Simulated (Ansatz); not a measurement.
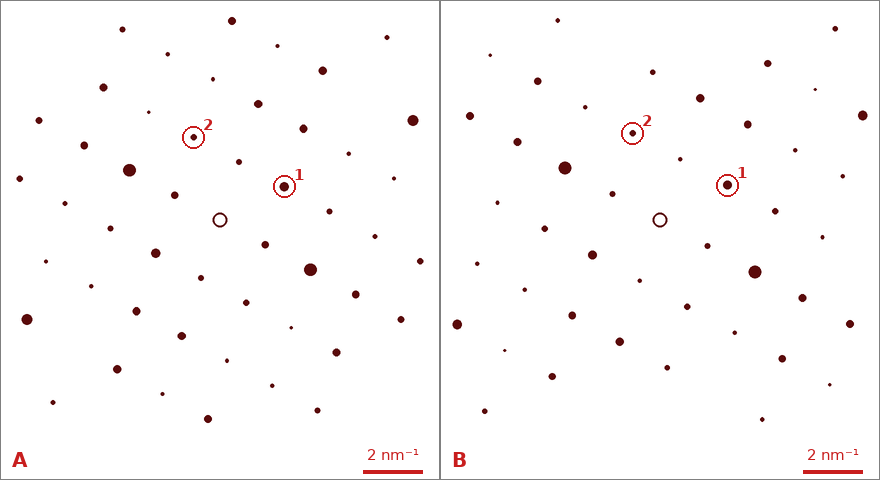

Kinematic electron diffraction patterns (120 kV, B = 0.5 Å², same scale) along [111] of the run's own cell, for the start and the end of one relaxation of S with Ansatz, DFT LDA, scalar-relativistic, plane waves, PAW. k mesh 4×4×4. The start is a known structure type, and the relaxation ends in the nearest stationary point of its symmetry, not necessarily the ground state. Spot 1 is -1 1 0 and spot 2 is -1 -1 2 in both.

Start structure:

```yaml
crystal:
  lattice:
    - [0.00000, 6.43300, 12.24300]
    - [5.23230, 0.00000, 12.24300]
    - [5.23230, 6.43300, 0.00000]
  atoms:
    - { symbol: S, position: [0.07677, 0.27043, 0.26787] }
    - { symbol: S, position: [0.38493, 0.26787, 0.27043] }
    - { symbol: S, position: [0.26787, 0.38493, 0.07677] }
    - { symbol: S, position: [0.27043, 0.07677, 0.38493] }
    - { symbol: S, position: [0.17323, 0.97957, 0.98213] }
    - { symbol: S, position: [0.86507, 0.98213, 0.97957] }
    - { symbol: S, position: [0.98213, 0.86507, 0.17323] }
    - { symbol: S, position: [0.97957, 0.17323, 0.86507] }
    - { symbol: S, position: [0.31319, 0.44493, 0.39061] }
    - { symbol: S, position: [0.85127, 0.39061, 0.44493] }
    - { symbol: S, position: [0.39061, 0.85127, 0.31319] }
    - { symbol: S, position: [0.44493, 0.31319, 0.85127] }
    - { symbol: S, position: [0.93681, 0.80507, 0.85939] }
    - { symbol: S, position: [0.39873, 0.85939, 0.80507] }
    - { symbol: S, position: [0.85939, 0.39873, 0.93681] }
    - { symbol: S, position: [0.80507, 0.93681, 0.39873] }
    - { symbol: S, position: [0.51542, 0.38694, 0.29502] }
    - { symbol: S, position: [0.80262, 0.29502, 0.38694] }
    - { symbol: S, position: [0.29502, 0.80262, 0.51542] }
    - { symbol: S, position: [0.38694, 0.51542, 0.80262] }
    - { symbol: S, position: [0.73458, 0.86306, 0.95498] }
    - { symbol: S, position: [0.44738, 0.95498, 0.86306] }
    - { symbol: S, position: [0.95498, 0.44738, 0.73458] }
    - { symbol: S, position: [0.86306, 0.73458, 0.44738] }
    - { symbol: S, position: [0.44803, 0.56091, 0.11719] }
    - { symbol: S, position: [0.87387, 0.11719, 0.56091] }
    - { symbol: S, position: [0.11719, 0.87387, 0.44803] }
    - { symbol: S, position: [0.56091, 0.44803, 0.87387] }
    - { symbol: S, position: [0.80197, 0.68909, 0.13281] }
    - { symbol: S, position: [0.37613, 0.13281, 0.68909] }
    - { symbol: S, position: [0.13281, 0.37613, 0.80197] }
    - { symbol: S, position: [0.68909, 0.80197, 0.37613] }
```

### Which pattern belongs to the start structure, and which to the relaxed one?

A is the start: its cell gives d(1) = 4.059 Å, d(2) = 3.383 Å and an angle of 80.2°. B is the relaxed structure, with d(1) = 3.866 Å (-4.8 %), d(2) = 3.230 Å (-4.5 %) and 80.2°.

### Name reflections whose intensity changes strongly on relaxation.

0 1 -1 goes from 9.5 to 3.4 % of the strongest spot.

### Summarise the relaxation behind the change.

The volume changed by -12.9 % to 22.44 Å³ an atom; with the mean shift removed, the atoms moved by up to 0.16 Å relative to the cell (S most); the space group stayed Fddd (No. 70); the free energy fell by 18 meV an atom. Relaxed cell: a = 13.262 Å, b = 12.776 Å, c = 7.896 Å, α = 75.74°, β = 69.02°, γ = 35.24°.
